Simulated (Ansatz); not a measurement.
**SiH6O: molecular dynamics (part 1 of 3)**

SiH6O, computed with RKS PBE/def2-mTZVP (Ansatz 0.2.0).

It belongs to a series of runs on one base structure; here: dynamics from the highest image of the converged band. Figures and captions count atoms from 1; the log counts them from 0 in places.

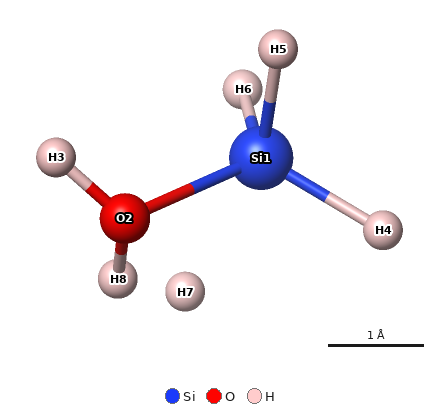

Fig. 1: The input geometry (ball-and-stick view, seen at a tilt; atoms are numbered from 1 in the order of the input). Bond lengths as drawn: H–O 0.98 to 1.15 Å, H–Si 1.49 to 1.52 Å and O–Si 1.91 Å.

Key numbers

- outcome: finished
- mean temperature over the second half: 2388 K
- trajectory: 200 steps, 100 fs
- ensemble: nve
- temperature in the input: 300.0 K
- time step: 0.5 fs
- potential energy (last step): −10016.0705 eV
- mean-field energy (last step): −10016.0705 eV
- largest force (length of the vector) (last step): 2.951 eV/Å
- hardware: 1 thread of Arm Neoverse V2, 24 GiB of memory available, shared host
- wall time: 3.2 min
- peak memory: 0.097 GiB

Remarks

So short a trajectory is not equilibrated.

Input
```yaml
crystal:
  periodic: [false, false, false]
  atoms:
    - { symbol: Si, position_ang: [0.096619, -0.049567, 0.021479] }
    - { symbol: O, position_ang: [0.121125, -0.304787, 1.915549] }
    - { symbol: H, position_ang: [-0.759718, -0.336047, 2.347837] }
    - { symbol: H, position_ang: [1.372941, 0.431494, -0.588152] }
    - { symbol: H, position_ang: [-0.703077, 1.219828, 0.248151] }
    - { symbol: H, position_ang: [-0.785764, -0.820672, -0.913752] }
    - { symbol: H, position_ang: [0.863304, -1.612739, 0.440361] }
    - { symbol: H, position_ang: [0.524972, -1.296907, 1.496426] }
basis:
  gaussian: { orbitals: def2-mTZVP }
hamiltonian:
  xc: pbe
md:
  timestep: 0.5
  n_steps: 200
  ensemble: nve
  temperature: 300.0
  initial_velocities: maxwell_boltzmann
  seed: 8197
```

Launch command:
```bash
ansatz run input.yaml --threads 1 --pin off --max-ram 2048MiB --backend cpu --events-out ev --progress --plain --runs-dir out
```

The program's output
```
Engine: ansatz 0.2.0, aarch64-unknown-linux-gnu
Functional definition: PBE
  parameter kappa = 0.804
  parameter beta = 0.06672455060314922
  exchange = pbe_x(kappa = kappa, mu = beta*pi^2/3)
  correlation = pbe_c(beta = beta)
630 factors; their error is unknown
mean field evaluation 1: about -10009.7498 eV, gradient 5.3e1 eV
mean field evaluation 2: about -9988.5049 eV, gradient 1.2e2 eV
mean field evaluation 4: about -10014.4248 eV, gradient 3.7e0 eV
mean field evaluation 8: about -10014.4764 eV, gradient 4.1e-2 eV
mean field evaluation 16: about -10014.4651 eV, gradient 4.6e-5 eV
mean field -10014.46506407 eV, -368.0248030563 hartree, gradient 4.6e-5 eV, S^2 0.000000; 0 other end points of the search recorded, 0 dependent functions left out
the calculation of the forces begins
reference -10014.46510033 eV, -368.0248043888 hartree; 14, 14 occupied and 50, 50 virtual orbitals, 630 factors
md step     0: t =     0.00 fs  T =   300.0 K  F+E_penalty+E_count = -10014.46506407 eV  E_kin = 0.232668 eV  conserved = -10014.23239607 eV  (24 SCF iters)
these checks for a lower state are left out or cut short: starts, cluster_reference, orbital_swaps, neighbouring_geometries, increment
630 factors; their error is unknown
mean field -10014.46261337 eV, -368.0247129949 hartree, gradient 2.1e-5 eV, S^2 0.000000; 0 other end points of the search recorded, 0 dependent functions left out
the calculation of the forces begins
reference -10014.46264967 eV, -368.0247143289 hartree; 14, 14 occupied and 50, 50 virtual orbitals, 630 factors
md step     1: t =     0.50 fs  T =   296.9 K  F+E_penalty+E_count = -10014.46261337 eV  E_kin = 0.230243 eV  conserved = -10014.23237060 eV  (26 SCF iters)
[... from here on the SCF iterations and repeated set-up lines of each step are left out, up to the last step ...]
md step     2: t =     1.00 fs  T =   287.9 K  F+E_penalty+E_count = -10014.45558240 eV  E_kin = 0.223266 eV  conserved = -10014.23231629 eV  (26 SCF iters)
md step     3: t =     1.50 fs  T =   274.1 K  F+E_penalty+E_count = -10014.44479395 eV  E_kin = 0.212551 eV  conserved = -10014.23224321 eV  (26 SCF iters)
md step     4: t =     2.00 fs  T =   256.9 K  F+E_penalty+E_count = -10014.43137257 eV  E_kin = 0.199209 eV  conserved = -10014.23216376 eV  (26 SCF iters)
md step     5: t =     2.50 fs  T =   237.8 K  F+E_penalty+E_count = -10014.41655022 eV  E_kin = 0.184461 eV  conserved = -10014.23208970 eV  (26 SCF iters)
md step     6: t =     3.00 fs  T =   218.5 K  F+E_penalty+E_count = -10014.40148292 eV  E_kin = 0.169454 eV  conserved = -10014.23202928 eV  (26 SCF iters)
md step     7: t =     3.50 fs  T =   200.0 K  F+E_penalty+E_count = -10014.38712004 eV  E_kin = 0.155134 eV  conserved = -10014.23198597 eV  (26 SCF iters)
md step     8: t =     4.00 fs  T =   183.3 K  F+E_penalty+E_count = -10014.37414831 eV  E_kin = 0.142190 eV  conserved = -10014.23195837 eV  (25 SCF iters)
md step     9: t =     4.50 fs  T =   169.0 K  F+E_penalty+E_count = -10014.36301223 eV  E_kin = 0.131071 eV  conserved = -10014.23194149 eV  (25 SCF iters)
md step    10: t =     5.00 fs  T =   157.4 K  F+E_penalty+E_count = -10014.35399006 eV  E_kin = 0.122061 eV  conserved = -10014.23192905 eV  (25 SCF iters)
md step    11: t =     5.50 fs  T =   148.8 K  F+E_penalty+E_count = -10014.34728946 eV  E_kin = 0.115373 eV  conserved = -10014.23191599 eV  (25 SCF iters)
md step    12: t =     6.00 fs  T =   143.4 K  F+E_penalty+E_count = -10014.34312473 eV  E_kin = 0.111225 eV  conserved = -10014.23190009 eV  (26 SCF iters)
md step    13: t =     6.50 fs  T =   141.7 K  F+E_penalty+E_count = -10014.34175187 eV  E_kin = 0.109870 eV  conserved = -10014.23188166 eV  (25 SCF iters)
md step    14: t =     7.00 fs  T =   143.9 K  F+E_penalty+E_count = -10014.34346497 eV  E_kin = 0.111603 eV  conserved = -10014.23186190 eV  (25 SCF iters)
md step    15: t =     7.50 fs  T =   150.5 K  F+E_penalty+E_count = -10014.34858202 eV  E_kin = 0.116742 eV  conserved = -10014.23184047 eV  (26 SCF iters)
md step    16: t =     8.00 fs  T =   162.0 K  F+E_penalty+E_count = -10014.35745589 eV  E_kin = 0.125642 eV  conserved = -10014.23181427 eV  (25 SCF iters)
md step    17: t =     8.50 fs  T =   178.9 K  F+E_penalty+E_count = -10014.37052786 eV  E_kin = 0.138749 eV  conserved = -10014.23177881 eV  (25 SCF iters)
md step    18: t =     9.00 fs  T =   202.0 K  F+E_penalty+E_count = -10014.38840566 eV  E_kin = 0.156674 eV  conserved = -10014.23173190 eV  (25 SCF iters)
md step    19: t =     9.50 fs  T =   232.4 K  F+E_penalty+E_count = -10014.41191269 eV  E_kin = 0.180234 eV  conserved = -10014.23167880 eV  (25 SCF iters)
md step    20: t =    10.00 fs  T =   271.3 K  F+E_penalty+E_count = -10014.44203251 eV  E_kin = 0.210393 eV  conserved = -10014.23163910 eV  (25 SCF iters)
md step    21: t =    10.50 fs  T =   319.8 K  F+E_penalty+E_count = -10014.47965458 eV  E_kin = 0.248000 eV  conserved = -10014.23165480 eV  (27 SCF iters)
md step    22: t =    11.00 fs  T =   378.1 K  F+E_penalty+E_count = -10014.52501703 eV  E_kin = 0.293219 eV  conserved = -10014.23179789 eV  (25 SCF iters)
md step    23: t =    11.50 fs  T =   444.3 K  F+E_penalty+E_count = -10014.57677007 eV  E_kin = 0.344604 eV  conserved = -10014.23216643 eV  (25 SCF iters)
md step    24: t =    12.00 fs  T =   513.1 K  F+E_penalty+E_count = -10014.63078203 eV  E_kin = 0.397945 eV  conserved = -10014.23283708 eV  (25 SCF iters)
md step    25: t =    12.50 fs  T =   574.8 K  F+E_penalty+E_count = -10014.67949903 eV  E_kin = 0.445789 eV  conserved = -10014.23370991 eV  (25 SCF iters)
md step    26: t =    13.00 fs  T =   618.7 K  F+E_penalty+E_count = -10014.71412605 eV  E_kin = 0.479872 eV  conserved = -10014.23425433 eV  (25 SCF iters)
md step    27: t =    13.50 fs  T =   643.8 K  F+E_penalty+E_count = -10014.73281467 eV  E_kin = 0.499297 eV  conserved = -10014.23351796 eV  (25 SCF iters)
md step    28: t =    14.00 fs  T =   672.9 K  F+E_penalty+E_count = -10014.75313373 eV  E_kin = 0.521889 eV  conserved = -10014.23124444 eV  (25 SCF iters)
md step    29: t =    14.50 fs  T =   751.3 K  F+E_penalty+E_count = -10014.81212319 eV  E_kin = 0.582649 eV  conserved = -10014.22947457 eV  (25 SCF iters)
md step    30: t =    15.00 fs  T =   908.7 K  F+E_penalty+E_count = -10014.93553885 eV  E_kin = 0.704785 eV  conserved = -10014.23075410 eV  (26 SCF iters)
md step    31: t =    15.50 fs  T =  1121.7 K  F+E_penalty+E_count = -10015.10398187 eV  E_kin = 0.869945 eV  conserved = -10014.23403650 eV  (26 SCF iters)
md step    32: t =    16.00 fs  T =  1329.7 K  F+E_penalty+E_count = -10015.26750775 eV  E_kin = 1.031275 eV  conserved = -10014.23623304 eV  (27 SCF iters)
md step    33: t =    16.50 fs  T =  1486.5 K  F+E_penalty+E_count = -10015.38917880 eV  E_kin = 1.152888 eV  conserved = -10014.23629060 eV  (26 SCF iters)
md step    34: t =    17.00 fs  T =  1583.7 K  F+E_penalty+E_count = -10015.46332106 eV  E_kin = 1.228249 eV  conserved = -10014.23507188 eV  (26 SCF iters)
md step    35: t =    17.50 fs  T =  1639.8 K  F+E_penalty+E_count = -10015.50531226 eV  E_kin = 1.271730 eV  conserved = -10014.23358205 eV  (26 SCF iters)
md step    36: t =    18.00 fs  T =  1681.8 K  F+E_penalty+E_count = -10015.53664576 eV  E_kin = 1.304314 eV  conserved = -10014.23233219 eV  (26 SCF iters)
md step    37: t =    18.50 fs  T =  1734.0 K  F+E_penalty+E_count = -10015.57628513 eV  E_kin = 1.344796 eV  conserved = -10014.23148935 eV  (26 SCF iters)
md step    38: t =    19.00 fs  T =  1813.1 K  F+E_penalty+E_count = -10015.63729195 eV  E_kin = 1.406176 eV  conserved = -10014.23111634 eV  (24 SCF iters)
md step    39: t =    19.50 fs  T =  1926.4 K  F+E_penalty+E_count = -10015.72538485 eV  E_kin = 1.494077 eV  conserved = -10014.23130757 eV  (24 SCF iters)
md step    40: t =    20.00 fs  T =  2069.6 K  F+E_penalty+E_count = -10015.83735262 eV  E_kin = 1.605128 eV  conserved = -10014.23222453 eV  (24 SCF iters)
md step    41: t =    20.50 fs  T =  2224.0 K  F+E_penalty+E_count = -10015.95886814 eV  E_kin = 1.724869 eV  conserved = -10014.23399875 eV  (24 SCF iters)
md step    42: t =    21.00 fs  T =  2355.8 K  F+E_penalty+E_count = -10016.06345978 eV  E_kin = 1.827084 eV  conserved = -10014.23637610 eV  (24 SCF iters)
md step    43: t =    21.50 fs  T =  2424.3 K  F+E_penalty+E_count = -10016.11824991 eV  E_kin = 1.880197 eV  conserved = -10014.23805308 eV  (25 SCF iters)
md step    44: t =    22.00 fs  T =  2409.6 K  F+E_penalty+E_count = -10016.10534758 eV  E_kin = 1.868767 eV  conserved = -10014.23658079 eV  (25 SCF iters)
md step    45: t =    22.50 fs  T =  2352.1 K  F+E_penalty+E_count = -10016.05561956 eV  E_kin = 1.824173 eV  conserved = -10014.23144676 eV  (26 SCF iters)
md step    46: t =    23.00 fs  T =  2345.8 K  F+E_penalty+E_count = -10016.04762561 eV  E_kin = 1.819332 eV  conserved = -10014.22829327 eV  (26 SCF iters)
md step    47: t =    23.50 fs  T =  2442.3 K  F+E_penalty+E_count = -10016.12599869 eV  E_kin = 1.894179 eV  conserved = -10014.23181945 eV  (26 SCF iters)
md step    48: t =    24.00 fs  T =  2583.4 K  F+E_penalty+E_count = -10016.24047030 eV  E_kin = 2.003581 eV  conserved = -10014.23688880 eV  (25 SCF iters)
md step    49: t =    24.50 fs  T =  2675.2 K  F+E_penalty+E_count = -10016.31292672 eV  E_kin = 2.074774 eV  conserved = -10014.23815225 eV  (25 SCF iters)
md step    50: t =    25.00 fs  T =  2681.2 K  F+E_penalty+E_count = -10016.31582555 eV  E_kin = 2.079463 eV  conserved = -10014.23636299 eV  (25 SCF iters)
md step    51: t =    25.50 fs  T =  2624.8 K  F+E_penalty+E_count = -10016.26963087 eV  E_kin = 2.035703 eV  conserved = -10014.23392772 eV  (24 SCF iters)
md step    52: t =    26.00 fs  T =  2549.1 K  F+E_penalty+E_count = -10016.20907721 eV  E_kin = 1.977003 eV  conserved = -10014.23207469 eV  (26 SCF iters)
md step    53: t =    26.50 fs  T =  2490.5 K  F+E_penalty+E_count = -10016.16261274 eV  E_kin = 1.931563 eV  conserved = -10014.23104958 eV  (26 SCF iters)
md step    54: t =    27.00 fs  T =  2470.3 K  F+E_penalty+E_count = -10016.14665226 eV  E_kin = 1.915870 eV  conserved = -10014.23078214 eV  (26 SCF iters)
md step    55: t =    27.50 fs  T =  2494.2 K  F+E_penalty+E_count = -10016.16561932 eV  E_kin = 1.934390 eV  conserved = -10014.23122958 eV  (26 SCF iters)
md step    56: t =    28.00 fs  T =  2552.9 K  F+E_penalty+E_count = -10016.21235314 eV  E_kin = 1.979899 eV  conserved = -10014.23245438 eV  (25 SCF iters)
md step    57: t =    28.50 fs  T =  2621.4 K  F+E_penalty+E_count = -10016.26757435 eV  E_kin = 2.033083 eV  conserved = -10014.23449129 eV  (25 SCF iters)
md step    58: t =    29.00 fs  T =  2660.9 K  F+E_penalty+E_count = -10016.30061202 eV  E_kin = 2.063693 eV  conserved = -10014.23691925 eV  (24 SCF iters)
md step    59: t =    29.50 fs  T =  2630.2 K  F+E_penalty+E_count = -10016.27801659 eV  E_kin = 2.039859 eV  conserved = -10014.23815709 eV  (26 SCF iters)
md step    60: t =    30.00 fs  T =  2518.5 K  F+E_penalty+E_count = -10016.18893948 eV  E_kin = 1.953219 eV  conserved = -10014.23572006 eV  (26 SCF iters)
md step    61: t =    30.50 fs  T =  2382.6 K  F+E_penalty+E_count = -10016.07797424 eV  E_kin = 1.847835 eV  conserved = -10014.23013956 eV  (26 SCF iters)
md step    62: t =    31.00 fs  T =  2321.5 K  F+E_penalty+E_count = -10016.02860830 eV  E_kin = 1.800498 eV  conserved = -10014.22811001 eV  (27 SCF iters)
md step    63: t =    31.50 fs  T =  2368.4 K  F+E_penalty+E_count = -10016.06950134 eV  E_kin = 1.836854 eV  conserved = -10014.23264719 eV  (27 SCF iters)
md step    64: t =    32.00 fs  T =  2447.7 K  F+E_penalty+E_count = -10016.13561156 eV  E_kin = 1.898373 eV  conserved = -10014.23723874 eV  (26 SCF iters)
md step    65: t =    32.50 fs  T =  2471.1 K  F+E_penalty+E_count = -10016.15412735 eV  E_kin = 1.916476 eV  conserved = -10014.23765182 eV  (25 SCF iters)
md step    66: t =    33.00 fs  T =  2416.9 K  F+E_penalty+E_count = -10016.10990779 eV  E_kin = 1.874450 eV  conserved = -10014.23545786 eV  (25 SCF iters)
md step    67: t =    33.50 fs  T =  2317.5 K  F+E_penalty+E_count = -10016.03035338 eV  E_kin = 1.797377 eV  conserved = -10014.23297680 eV  (25 SCF iters)
md step    68: t =    34.00 fs  T =  2218.2 K  F+E_penalty+E_count = -10015.95155979 eV  E_kin = 1.720345 eV  conserved = -10014.23121489 eV  (24 SCF iters)
md step    69: t =    34.50 fs  T =  2153.9 K  F+E_penalty+E_count = -10015.90079582 eV  E_kin = 1.670469 eV  conserved = -10014.23032662 eV  (26 SCF iters)
md step    70: t =    35.00 fs  T =  2143.1 K  F+E_penalty+E_count = -10015.89230170 eV  E_kin = 1.662069 eV  conserved = -10014.23023248 eV  (26 SCF iters)
md step    71: t =    35.50 fs  T =  2187.8 K  F+E_penalty+E_count = -10015.92764437 eV  E_kin = 1.696747 eV  conserved = -10014.23089771 eV  (26 SCF iters)
md step    72: t =    36.00 fs  T =  2274.2 K  F+E_penalty+E_count = -10015.99613149 eV  E_kin = 1.763756 eV  conserved = -10014.23237578 eV  (26 SCF iters)
md step    73: t =    36.50 fs  T =  2372.4 K  F+E_penalty+E_count = -10016.07457010 eV  E_kin = 1.839933 eV  conserved = -10014.23463696 eV  (26 SCF iters)
md step    74: t =    37.00 fs  T =  2439.7 K  F+E_penalty+E_count = -10016.12921080 eV  E_kin = 1.892142 eV  conserved = -10014.23706875 eV  (25 SCF iters)
md step    75: t =    37.50 fs  T =  2436.4 K  F+E_penalty+E_count = -10016.12738121 eV  E_kin = 1.889584 eV  conserved = -10014.23779681 eV  (26 SCF iters)
md step    76: t =    38.00 fs  T =  2362.2 K  F+E_penalty+E_count = -10016.06649933 eV  E_kin = 1.831990 eV  conserved = -10014.23450973 eV  (26 SCF iters)
md step    77: t =    38.50 fs  T =  2286.7 K  F+E_penalty+E_count = -10016.00256575 eV  E_kin = 1.773484 eV  conserved = -10014.22908213 eV  (25 SCF iters)
md step    78: t =    39.00 fs  T =  2303.5 K  F+E_penalty+E_count = -10016.01513016 eV  E_kin = 1.786480 eV  conserved = -10014.22864984 eV  (27 SCF iters)
md step    79: t =    39.50 fs  T =  2419.1 K  F+E_penalty+E_count = -10016.11009667 eV  E_kin = 1.876141 eV  conserved = -10014.23395530 eV  (27 SCF iters)
md step    80: t =    40.00 fs  T =  2543.1 K  F+E_penalty+E_count = -10016.21020465 eV  E_kin = 1.972321 eV  conserved = -10014.23788340 eV  (27 SCF iters)
md step    81: t =    40.50 fs  T =  2595.5 K  F+E_penalty+E_count = -10016.25061964 eV  E_kin = 2.012981 eV  conserved = -10014.23763909 eV  (25 SCF iters)
md step    82: t =    41.00 fs  T =  2567.0 K  F+E_penalty+E_count = -10016.22615301 eV  E_kin = 1.990834 eV  conserved = -10014.23531866 eV  (25 SCF iters)
md step    83: t =    41.50 fs  T =  2493.7 K  F+E_penalty+E_count = -10016.16700894 eV  E_kin = 1.934024 eV  conserved = -10014.23298448 eV  (26 SCF iters)
md step    84: t =    42.00 fs  T =  2419.1 K  F+E_penalty+E_count = -10016.10757680 eV  E_kin = 1.876177 eV  conserved = -10014.23139937 eV  (26 SCF iters)
md step    85: t =    42.50 fs  T =  2374.9 K  F+E_penalty+E_count = -10016.07250888 eV  E_kin = 1.841866 eV  conserved = -10014.23064327 eV  (26 SCF iters)
md step    86: t =    43.00 fs  T =  2376.6 K  F+E_penalty+E_count = -10016.07387356 eV  E_kin = 1.843221 eV  conserved = -10014.23065290 eV  (26 SCF iters)
md step    87: t =    43.50 fs  T =  2424.1 K  F+E_penalty+E_count = -10016.11143385 eV  E_kin = 1.880002 eV  conserved = -10014.23143200 eV  (26 SCF iters)
md step    88: t =    44.00 fs  T =  2500.9 K  F+E_penalty+E_count = -10016.17262021 eV  E_kin = 1.939577 eV  conserved = -10014.23304322 eV  (25 SCF iters)
md step    89: t =    44.50 fs  T =  2574.8 K  F+E_penalty+E_count = -10016.23231072 eV  E_kin = 1.996928 eV  conserved = -10014.23538245 eV  (25 SCF iters)
md step    90: t =    45.00 fs  T =  2602.6 K  F+E_penalty+E_count = -10016.25612404 eV  E_kin = 2.018511 eV  conserved = -10014.23761312 eV  (25 SCF iters)
md step    91: t =    45.50 fs  T =  2550.2 K  F+E_penalty+E_count = -10016.21545128 eV  E_kin = 1.977864 eV  conserved = -10014.23758758 eV  (26 SCF iters)
md step    92: t =    46.00 fs  T =  2432.0 K  F+E_penalty+E_count = -10016.11954800 eV  E_kin = 1.886175 eV  conserved = -10014.23337250 eV  (26 SCF iters)
md step    93: t =    46.50 fs  T =  2331.9 K  F+E_penalty+E_count = -10016.03683095 eV  E_kin = 1.808553 eV  conserved = -10014.22827772 eV  (26 SCF iters)
md step    94: t =    47.00 fs  T =  2336.0 K  F+E_penalty+E_count = -10016.04101586 eV  E_kin = 1.811733 eV  conserved = -10014.22928313 eV  (26 SCF iters)
md step    95: t =    47.50 fs  T =  2428.1 K  F+E_penalty+E_count = -10016.11797926 eV  E_kin = 1.883160 eV  conserved = -10014.23481969 eV  (26 SCF iters)
md step    96: t =    48.00 fs  T =  2511.9 K  F+E_penalty+E_count = -10016.18593609 eV  E_kin = 1.948103 eV  conserved = -10014.23783301 eV  (25 SCF iters)
md step    97: t =    48.50 fs  T =  2521.4 K  F+E_penalty+E_count = -10016.19239529 eV  E_kin = 1.955465 eV  conserved = -10014.23693071 eV  (25 SCF iters)
md step    98: t =    49.00 fs  T =  2460.4 K  F+E_penalty+E_count = -10016.14266741 eV  E_kin = 1.908161 eV  conserved = -10014.23450624 eV  (26 SCF iters)
md step    99: t =    49.50 fs  T =  2368.9 K  F+E_penalty+E_count = -10016.06955339 eV  E_kin = 1.837221 eV  conserved = -10014.23233221 eV  (25 SCF iters)
md step   100: t =    50.00 fs  T =  2288.2 K  F+E_penalty+E_count = -10016.00556231 eV  E_kin = 1.774612 eV  conserved = -10014.23095076 eV  (25 SCF iters)
md step   101: t =    50.50 fs  T =  2246.1 K  F+E_penalty+E_count = -10015.97236698 eV  E_kin = 1.741996 eV  conserved = -10014.23037060 eV  (25 SCF iters)
md step   102: t =    51.00 fs  T =  2254.8 K  F+E_penalty+E_count = -10015.97926604 eV  E_kin = 1.748728 eV  conserved = -10014.23053808 eV  (25 SCF iters)
md step   103: t =    51.50 fs  T =  2310.6 K  F+E_penalty+E_count = -10016.02349566 eV  E_kin = 1.792005 eV  conserved = -10014.23149048 eV  (26 SCF iters)
md step   104: t =    52.00 fs  T =  2393.8 K  F+E_penalty+E_count = -10016.08983313 eV  E_kin = 1.856532 eV  conserved = -10014.23330134 eV  (26 SCF iters)
```
